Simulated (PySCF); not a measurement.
C₅H₁₄NPSi₂

Input file:

```
{"job": {"kind": "nmr", "xc": "PBE0", "basis": "pcSseg-1"}, "charge": 0, "multiplicity": 1}
C      1.448999     2.681837     0.299024
C      1.374113     1.406401    -0.045335
C      1.364849     0.297806     0.914177
C      1.999361    -1.014133     0.552076
C      0.509988    -0.933673     0.691536
Si    -0.621289    -1.153352    -0.802528
P     -1.336448    -3.271957    -1.054206
N     -2.069355    -0.243124    -0.559885
Si    -2.273472     1.415431    -0.081271
H      1.466398     3.469909    -0.432938
H      1.499252     2.988277     1.330763
H      1.329712     1.126199    -1.088085
H      1.467058     0.618758     1.945775
H      2.571118    -1.535991     1.305714
H      2.408987    -1.108207    -0.443005
H      0.113757    -1.357899     1.609332
H      0.072674    -0.793010    -2.052098
H     -0.076137    -3.802642    -1.238926
H     -1.325831    -3.579402     0.292445
H     -2.902049    -0.694353    -0.903273
H     -1.654494     2.307046    -1.063482
H     -1.649002     1.594402     1.227224
H     -3.722941     1.608663    -0.027108
```

Launched as:

```sh
OMP_NUM_THREADS=1 python probes_run.py task.json out
```

Geometry: GFN2-xTB.

Method: PBE0/pcSseg-1, SCF density, gas phase, non-relativistic in PySCF 2.14.0.

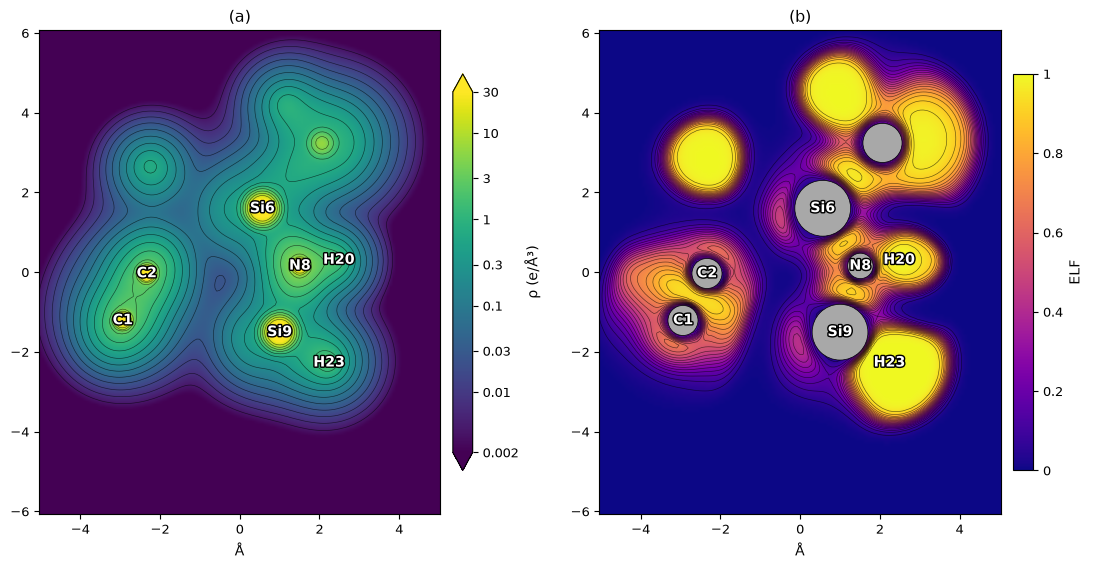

Figure 1. (a) total electron density; (b) electron localisation function on the plane of atoms Si6, N8 and Si9. Grey discs cover the atomic cores in the ELF map.

**Describe what can be read from this map.**

- The plane passes through C, Si, N and H nuclei.
- C–C (1.32 Å): ρ is about 2.3 e/Å³ halfway; the ELF peaks at about 0.95 between the atoms (a short, multiple covalent bond).
- Si–N (1.73 Å): ρ at the midpoint is about 1.1 e/Å³; the ELF peaks at about 0.90 between the atoms (a polar covalent bond).
- N–H (1.01 Å): ρ is about 2.8 e/Å³ halfway; the ELF climbs to about 1 towards the hydrogen, as it does in any bond to H; a covalent bond by its length.
- The ELF also peaks beside P7, away from the bonds: lone-pair regions.

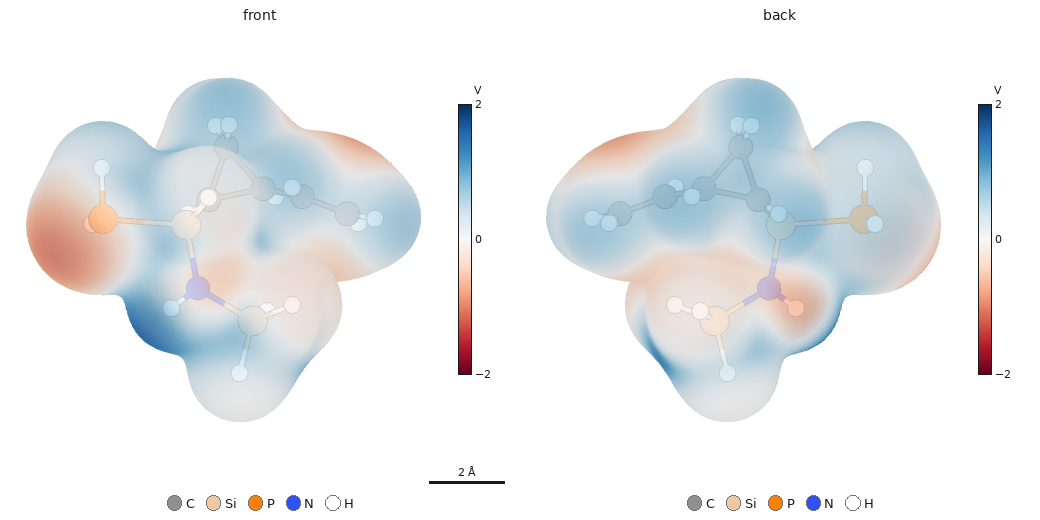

Figure 2. The electrostatic potential painted on the density surface at 0.002 e/bohr³, seen from the front and from behind; the colour scale runs from red (negative) to blue (positive).

**Where is the surface potential most negative and most positive?**

The most negative region (about −1.1 V) lies over P7, the most positive (about +1.5 V) over H20.

**How polar is the molecule by this calculation?**

Its dipole moment is 1.26 D.
